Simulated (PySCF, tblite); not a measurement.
# B₁₈N₁₈H₁₈: electronic excitations, NMR shifts

Wanted: electronic excitations, NMR shifts for B₁₈N₁₈H₁₈.

Programs: tblite 0.8.0 and PySCF 2.14.0, with routines of our own; each step states its level. All values are computed. Atoms count from 0.

## Step 1: The system as given

54 atoms, charge 0, multiplicity 1; geometry from: force field, distance geometry or constructed start.

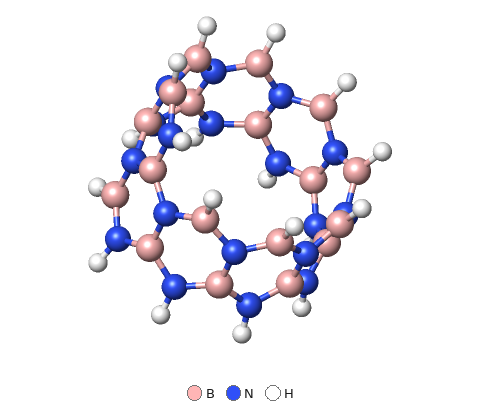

The starting geometry (boron pink, nitrogen blue, hydrogen white).

## Step 2: Optimising the geometry with GFN2-xTB

Job settings and geometry (Å):

```
{"job": {"kind": "relax", "xc": "GFN2-xTB", "basis": "xTB"}, "charge": 0, "multiplicity": 1}
B      3.365200     0.898200    -0.357500
N      2.733500     2.058100    -0.956200
B      2.918500     1.818700     1.933600
N      1.974200     2.743800     1.333100
B      1.849400     2.816100    -0.098300
N      0.611100     3.260000    -0.697600
B      0.902600     3.205700     2.183600
N     -0.406000     3.263200     1.595100
B     -0.551300     3.233300     0.152200
N     -1.772600     2.738600    -0.439100
B     -1.519800     2.888600     2.439100
N     -2.534100     2.053500     1.847900
B     -1.894100     2.656900    -1.876600
N     -2.786600     1.697700    -2.477700
B     -2.624600     1.945200     0.407100
N     -3.197700     0.759500    -0.180100
B     -3.229800     0.618100    -1.626500
N     -3.259500    -0.700000    -2.221700
B     -3.296800    -0.403700     0.663700
N     -2.930900    -1.666600     0.070600
B     -2.866300    -1.792900    -1.371600
N     -2.008900    -2.790900    -1.966600
B     -2.227200    -2.596400     0.922100
N     -1.121900    -3.302200     0.320700
B     -0.979000    -3.344900    -1.117900
N      0.316500    -3.517400    -1.709600
B      0.029800    -3.520500     1.169100
N      1.322200    -3.297300     0.577600
B      1.459300    -3.242100    -0.866500
N      2.541700    -2.498000    -1.454400
B      2.330000    -2.698500     1.422900
N      3.136900    -1.666200     0.830900
B      3.201900    -1.535300    -0.612100
N      3.512900    -0.260300    -1.199800
B      3.486700    -0.549700     1.675000
N      3.401300     0.761100     1.082100
H      2.914900     2.326800    -1.941300
H      3.263000     1.932900     3.041400
H      0.567600     3.578000    -1.683000
H      1.084200     3.521900     3.299500
H     -1.589100     3.246100     3.556400
H     -3.192200     1.530500     2.457900
H     -1.254400     3.367800    -2.567400
H     -3.100200     1.781600    -3.464700
H     -3.551700    -0.842300    -3.206200
H     -3.655500    -0.326700     1.769200
H     -2.122600    -3.095500    -2.954900
H     -2.548300    -2.779800     2.029200
H      0.439700    -3.819900    -2.699800
H     -0.084100    -3.869200     2.283200
H      2.828500    -2.654600    -2.442700
H      2.479200    -3.032900     2.535200
H      3.824800    -0.177200    -2.191400
H      3.814800    -0.704700     2.786700
```

Started as:

```bash
$ OMP_NUM_THREADS=4 python large_run.py task.json out
```

The driver reads the jobs from task.json and runs them one after another.

The program printed:

```text
step      E/eV     max force
  0   -2322.27842    1.561
  1   -2322.84768    1.245
  2   -2323.33640    0.802
  3   -2323.53178    0.603
  4   -2323.60645    0.396
  5   -2323.64390    0.292
  6   -2323.67984    0.281
  7   -2323.70440    0.261
  8   -2323.73257    0.250
  9   -2323.75853    0.221
 10   -2323.78166    0.228
 11   -2323.80034    0.200
 12   -2323.81679    0.202
 13   -2323.83089    0.215
 14   -2323.84212    0.187
 15   -2323.85086    0.130
 16   -2323.85763    0.098
 17   -2323.86252    0.112
 18   -2323.86620    0.103
 19   -2323.86940    0.079
 20   -2323.87203    0.063
 21   -2323.87380    0.057
 22   -2323.87498    0.053
 23   -2323.87609    0.052
 24   -2323.87732    0.050
 25   -2323.87836    0.044
 26   -2323.87905    0.040
 27   -2323.87959    0.039
 28   -2323.88025    0.045
 29   -2323.88111    0.047
 30   -2323.88193    0.048
 31   -2323.88249    0.038
 32   -2323.88286    0.029
 33   -2323.88323    0.029
 34   -2323.88371    0.045
 35   -2323.88424    0.049
 36   -2323.88477    0.043
 37   -2323.88527    0.042
 38   -2323.88577    0.042
 39   -2323.88625    0.042
 40   -2323.88667    0.034
 41   -2323.88703    0.034
 42   -2323.88737    0.038
 43   -2323.88769    0.033
 44   -2323.88798    0.028
 45   -2323.88822    0.022
 46   -2323.88841    0.024
 47   -2323.88857    0.023
 48   -2323.88871    0.022
 49   -2323.88884    0.017
```

Wall time 3.5 s (4 threads of Arm Neoverse N1, shared host); peak memory 0.16 GiB.

Relaxation path:

| step | energy from step 0 (eV) | largest force (eV/Å) |
| --- | --- | --- |
| 0 | 0.0000 | 1.5607 |
| 1 | -0.5693 | 1.2453 |
| 2 | -1.0580 | 0.8017 |
| 3 | -1.2534 | 0.6036 |
| 4 | -1.3280 | 0.3957 |
| 5 | -1.3655 | 0.2915 |
| 6 | -1.4014 | 0.2807 |
| 7 | -1.4260 | 0.2603 |
| 8 | -1.4542 | 0.2500 |
| 11 | -1.5219 | 0.2001 |
| 14 | -1.5637 | 0.1872 |
| 18 | -1.5878 | 0.1033 |
| 21 | -1.5954 | 0.0568 |
| 24 | -1.5989 | 0.0497 |
| 28 | -1.6018 | 0.0453 |
| 31 | -1.6041 | 0.0385 |
| 34 | -1.6053 | 0.0455 |
| 38 | -1.6073 | 0.0419 |
| 41 | -1.6086 | 0.0337 |
| 45 | -1.6098 | 0.0220 |
| 46 | -1.6100 | 0.0241 |
| 47 | -1.6101 | 0.0231 |
| 48 | -1.6103 | 0.0220 |
| 49 | -1.6104 | 0.0175 |

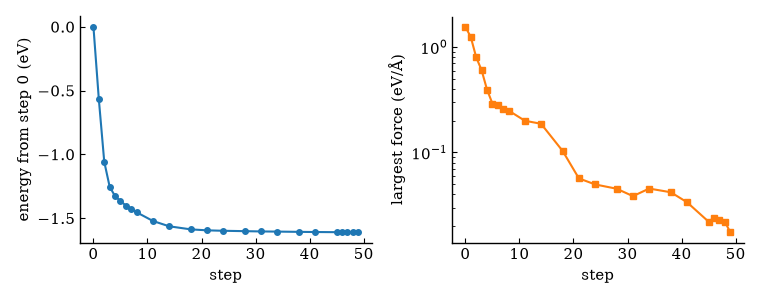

Energy and force, step by step.

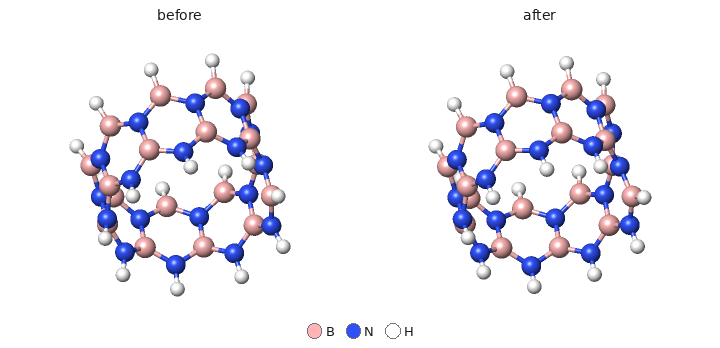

The geometry before (left) and after (right).

Close pairs (by a distance rule), those that changed most:

| bond | before (Å) | after (Å) | change (Å) |
| --- | --- | --- | --- |
| N33–H52 | 1.043 | 1.009 | -0.033 |
| N25–H48 | 1.043 | 1.009 | -0.033 |
| N29–H50 | 1.041 | 1.009 | -0.032 |
| N11–H41 | 1.039 | 1.007 | -0.031 |
| N21–H46 | 1.040 | 1.009 | -0.031 |
| N13–H43 | 1.039 | 1.008 | -0.031 |
| B10–N11 | 1.441 | 1.410 | -0.031 |
| B12–N13 | 1.442 | 1.412 | -0.029 |

The final coordinates are the input of the step that follows.

## Step 3: Electronic excitations: TDA PBE0/6-31G*

Job settings and geometry (Å):

```
{"job": {"kind": "uv", "basis": "6-31G*", "grid": 1, "kgrid": 0, "vcut": 1.5, "nstates": 6, "ntriplets": 2, "tda": true, "delta": [], "pop": true, "xc": "PBE0"}, "charge": 0, "multiplicity": 1}
B      3.360384     0.880454    -0.354422
N      2.844895     2.091582    -0.906380
B      2.961844     1.814119     1.910594
N      2.014593     2.718599     1.336671
B      1.873779     2.768482    -0.098535
N      0.673242     3.294305    -0.657273
B      0.925564     3.178687     2.152247
N     -0.377409     3.234776     1.566371
B     -0.513094     3.166525     0.130191
N     -1.746656     2.729376    -0.481442
B     -1.529586     2.951511     2.381466
N     -2.591136     2.251857     1.771818
B     -2.039682     2.745720    -1.879622
N     -2.871638     1.730653    -2.401122
B     -2.571373     1.913319     0.382895
N     -3.175107     0.721002    -0.168063
B     -3.170804     0.577352    -1.599768
N     -3.277086    -0.723245    -2.174741
B     -3.285833    -0.457127     0.645770
N     -2.929466    -1.711796     0.060755
B     -2.810477    -1.813133    -1.373832
N     -2.042904    -2.879631    -1.931948
B     -2.238472    -2.665321     0.886508
N     -1.113371    -3.337618     0.314668
B     -0.957402    -3.342721    -1.120529
N      0.332530    -3.594204    -1.676984
B      0.040609    -3.558492     1.143069
N      1.326816    -3.308081     0.569489
B      1.447480    -3.209145    -0.865553
N      2.577556    -2.539683    -1.423791
B      2.339906    -2.711578     1.396910
N      3.146296    -1.679276     0.823220
B      3.172457    -1.521731    -0.611475
N      3.594715    -0.275997    -1.166645
B      3.518760    -0.565238     1.652354
N      3.441105     0.742697     1.080411
H      2.799558     2.193280    -1.909357
H      3.226845     1.856294     3.049245
H      0.566977     3.316335    -1.659674
H      1.075898     3.369980     3.297549
H     -1.552157     3.209124     3.524093
H     -3.312400     1.849578     2.348634
H     -1.596918     3.565424    -2.597262
H     -3.052848     1.698954    -3.392465
H     -3.271838    -0.813750    -3.179879
H     -3.533717    -0.391244     1.789559
H     -1.974170    -2.960853    -2.935626
H     -2.500781    -2.778982     2.021229
H      0.438314    -3.600982    -2.680674
H     -0.076205    -3.795916     2.282842
H      2.656683    -2.471688    -2.427714
H      2.406058    -2.962370     2.537976
H      3.618837    -0.171863    -2.170351
H      3.735967    -0.712554     2.792498
```

With the program's defaults for keys left out, this is: TDA PBE0/6-31G*, vertical, gas phase, core orbitals frozen in the response, virtual orbitals cut by energy.

The program printed:

```text
start: PBE on a coarse grid of 46196 points
cycle   1  E = -1443.1741341929  dE =  6.313e+00  |g| = 1.592e+00  |ddm| = 8.266e+00
cycle   2  E = -1442.1444604634  dE =  1.030e+00  |g| = 2.642e+00  |ddm| = 3.944e+00
cycle   3  E = -1443.7453957273  dE = -1.601e+00  |g| = 2.692e-01  |ddm| = 2.657e+00
cycle   4  E = -1443.7630254166  dE = -1.763e-02  |g| = 9.780e-02  |ddm| = 3.381e-01
cycle   5  E = -1443.7649469226  dE = -1.922e-03  |g| = 3.417e-02  |ddm| = 9.381e-02
cycle   6  E = -1443.7652079812  dE = -2.611e-04  |g| = 1.276e-02  |ddm| = 4.612e-02
cycle   7  E = -1443.7652462038  dE = -3.822e-05  |g| = 3.124e-03  |ddm| = 1.420e-02
final grid: 203787 points
cycle   8  E = -1443.6438334038  dE = -2.301e-02  |g| = 4.250e-02  |ddm| = 6.587e-01
cycle   9  E = -1443.6441309835  dE = -2.976e-04  |g| = 2.936e-02  |ddm| = 8.488e-02
cycle  10  E = -1443.6443438707  dE = -2.129e-04  |g| = 9.129e-03  |ddm| = 3.702e-02
cycle  11  E = -1443.6443603313  dE = -1.646e-05  |g| = 2.697e-03  |ddm| = 8.749e-03
cycle  12  E = -1443.6443623879  dE = -2.057e-06  |g| = 9.374e-04  |ddm| = 3.242e-03
cycle  13  E = -1443.6443616714  dE =  7.165e-07  |g| = 2.770e-04  |ddm| = 9.852e-04
cycle  14  E = -1443.6443630093  dE = -1.338e-06  |g| = 6.919e-05  |ddm| = 2.775e-04
converged SCF energy = -1443.6443630093

Static polarisability (au): isotropic 279.338, principal 263.363 278.709 295.942

Singlet excitations
state   eV       nm        f      main configurations
  1   5.8515    211.9   0.03410   H->L 0.77
  2   5.9989    206.7   0.02099   H-1->L 0.75
  3   6.1533    201.5   0.00239   H-1->L+2 0.43, H-1->L+1 0.16
  4   6.2067    199.8   0.02124   H->L+2 0.33, H->L+1 0.23, H->L+3 0.19
  5   6.2285    199.1   0.00285   H->L+1 0.43, H-1->L+1 0.22, H->L+2 0.12
  6   6.2526    198.3   0.02876   H-1->L+1 0.47, H->L+2 0.13, H->L+3 0.10

Triplet excitations (Tamm-Dancoff, eV): 5.5176 5.7429
```

Wall time 1.7 min (4 threads of Arm Neoverse N1, shared host); peak memory 2.3 GiB.

Frontier orbitals and where they lie:

| orbital | eV | atoms |
| --- | --- | --- |
| HOMO−4 | -7.42 | N11 11 %, N7 10 %, N3 10 % |
| HOMO−3 | -7.31 | N13 12 %, N25 10 %, N9 10 % |
| HOMO−2 | -7.20 | N23 11 %, N11 10 %, N27 9 % |
| HOMO−1 | -6.75 | N25 15 %, N29 12 %, N21 12 % |
| HOMO | -6.70 | N1 20 %, N5 18 %, N33 11 % |
| LUMO | 0.13 | B12 28 %, B18 13 %, B10 8 % |
| LUMO+1 | 0.32 | B22 16 %, B18 14 %, B30 9 % |
| LUMO+2 | 0.44 | B6 18 %, B34 18 %, B18 17 % |
| LUMO+3 | 0.46 | B2 20 %, B30 16 %, B10 13 % |

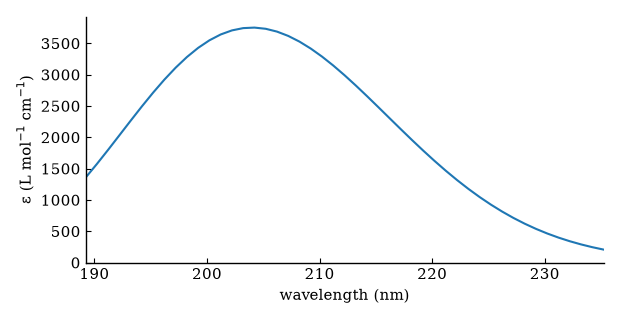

Absorption spectrum: each of the 6 states is a Gaussian band of 0.4 eV half-width at 1/e. Beyond the last state computed it falls off for lack of states.

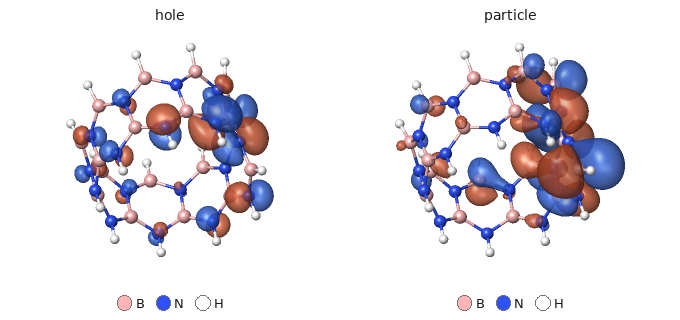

Leading natural transition orbitals of singlet state 1: the electron leaves the hole (left) for the particle orbital (right).

Further results of this job:

| property | computed |
| --- | --- |
| dipole moment (D) | 9.75 |
| polarisability (Å³) | 41.39 |
| HOMO–LUMO gap (eV) | 6.83 |
| −ε(HOMO) (eV) | 6.70 |

Orbitals, density, ELF and potential are computed afterwards from the orbital file.

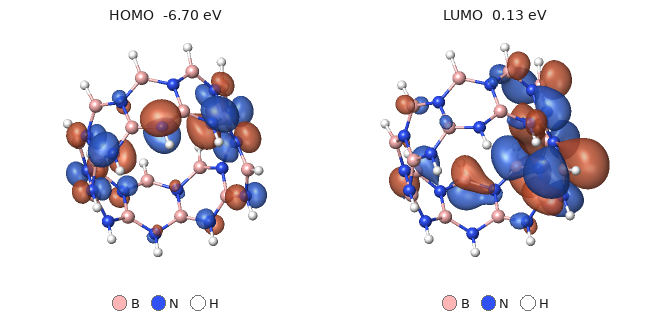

PBE0/6-31G* orbitals near the gap, drawn at the value that encloses 70 % of each; the two colours are the two signs.

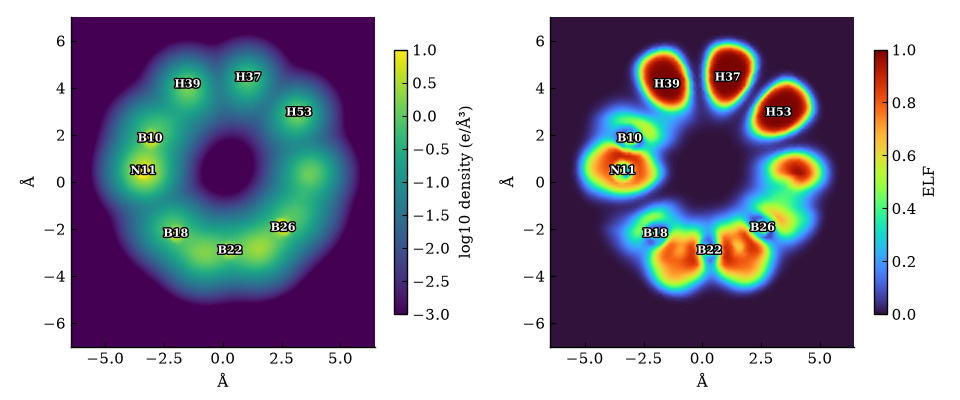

Density (left) and ELF (right) in a plane through or near 8 of the atoms.

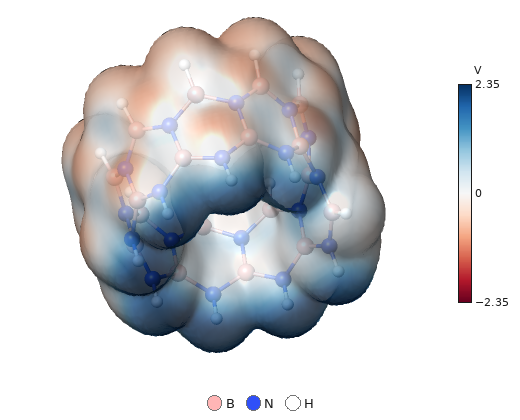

Electrostatic potential on the surface of density 0.002 e/bohr³; red is low, blue high. It runs from -0.80 V near N5 to 2.35 V near H44.

(Part 1 of 2 ends here.)
